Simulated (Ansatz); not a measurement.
# BF₂H₄NSi: small, medium and large basis sets

How large a basis does BF₂H₄NSi need? Two functionals are run in growing sets.

Program: Ansatz 0.2.0, Gaussian basis. Level of theory: one geometry, several basis sets. These are calculated values, not measurements.

Plan: PBE0-D4/def2-SVP; ωB97M-V/def2-SVP; PBE0-D4/def2-QZVPP; ωB97M-V/def2-QZVPP; the functionals' def2-TZVPP values are taken from earlier runs.

## Step 1: The relaxed structure

The geometry comes from an earlier relaxation with PBE0-D4 in a triple-zeta def2 set; it is a stationary point, not always the lowest conformer.

SMILES `N[SiH2]B(F)F`, 9 atoms, charge 0, spin multiplicity 1.

Atoms are counted from 1 here; the program's logs count them from 0.

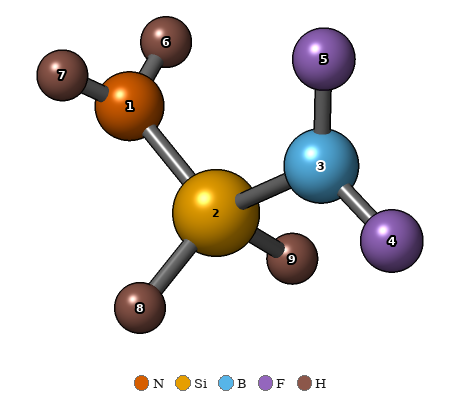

The structure; nitrogen orange, silicon amber, boron blue, fluorine purple, hydrogen brown; atoms are numbered from 1 in the order of the file.

As a file:

```mol
BF2H4NSi
  3D, bonds by distance, orders not assigned

  9  8  0  0  0  0  0  0  0  0999 V2000
    0.6490    0.4248    1.4611 N   0  0
    0.2319   -0.6282    0.1649 Si  0  0
   -0.7494    0.2085   -1.4198 B   0  0
   -1.1224   -0.5123   -2.4646 F   0  0
   -1.0526    1.4950   -1.4739 F   0  0
   -0.0787    0.7899    2.0548 H   0  0
    1.3700    1.1153    1.3247 H   0  0
    1.4836   -1.2337   -0.3663 H   0  0
   -0.6430   -1.7057    0.7021 H   0  0
  1  2  8  0
  2  3  8  0
  3  4  8  0
  3  5  8  0
  1  6  8  0
  1  7  8  0
  2  8  8  0
  2  9  8  0
M  END
```

## Step 2: PBE0-D4 in def2-SVP

in.yaml reads:

```yaml
crystal:
  periodic: [false, false, false]
  atoms:
    - {symbol: N, position_ang: [0.648963, 0.424821, 1.461062]}
    - {symbol: Si, position_ang: [0.231936, -0.628180, 0.164894]}
    - {symbol: B, position_ang: [-0.749392, 0.208470, -1.419844]}
    - {symbol: F, position_ang: [-1.122355, -0.512348, -2.464614]}
    - {symbol: F, position_ang: [-1.052631, 1.495048, -1.473948]}
    - {symbol: H, position_ang: [-0.078689, 0.789909, 2.054830]}
    - {symbol: H, position_ang: [1.369977, 1.115332, 1.324678]}
    - {symbol: H, position_ang: [1.483566, -1.233684, -0.366306]}
    - {symbol: H, position_ang: [-0.642975, -1.705668, 0.702148]}
basis:
  gaussian: {orbitals: def2-SVP}
hamiltonian: {xc: pbe0, dispersion: d4}
output: {orbitals: {seedname: orbitals}}
```

On the command line:

```console
$ ansatz run in.yaml --threads 2 --pin off --events-out ev --progress --plain --max-ram 4352MiB
```

Further steps of the session: ωB97M-V in def2-SVP; PBE0-D4 in def2-QZVPP; ωB97M-V in def2-QZVPP.

Q: Predict the results of all the runs planned. Wanted: PBE0-D4: double and triple zeta above quadruple; ωB97M-V: double and triple zeta above quadruple.

As calculated:

```
                                       quantity           value
PBE0-D4: double and triple zeta above quadruple  12.86, 0.69 eV
ωB97M-V: double and triple zeta above quadruple  13.04, 0.65 eV
```

What this shows: PBE0-D4 gains 12.17 eV from double to triple zeta, then 0.69 eV more. Total energies overstate the basis error of differences, where much of it tends to cancel.
